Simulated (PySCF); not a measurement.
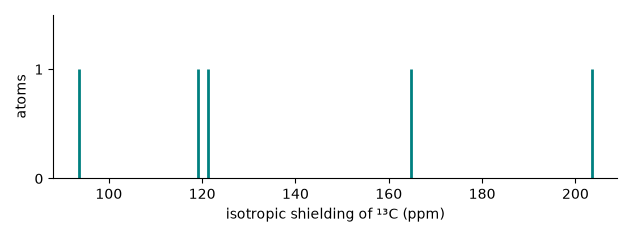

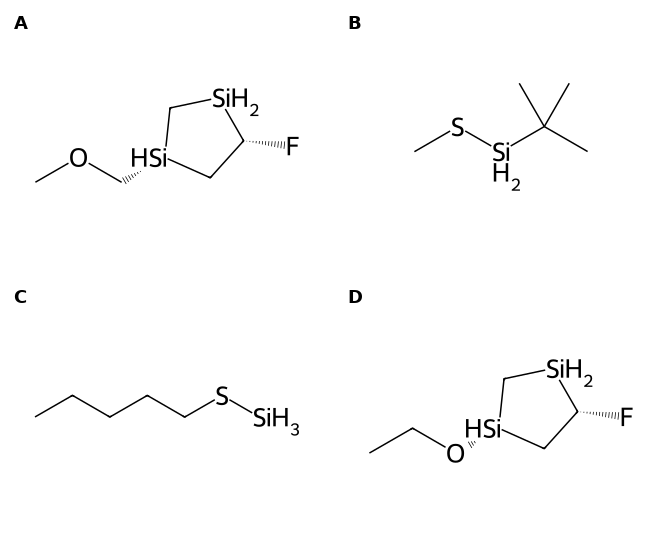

The sticks are computed shieldings of one of the molecules, for one fixed geometry (GFN2-xTB) without averaging over rotations. Low shielding means a high chemical shift. Method: GIAO PBE0/pcSseg-1 NMR shielding, non-relativistic, gas phase (PySCF 2.14.0).

> Match the spectrum to a structure.

A, `COC[Si@@H]1C[SiH2][C@H](F)C1`. Its 5 C atoms give lines at 93.6, 119.1, 121.3, 164.7, 203.5 ppm.

The geometry is semi-empirical. Around Si such bond lengths and angles can be off by a tenth of an ångström or more and by several degrees, and values that hang on the shape move with them.
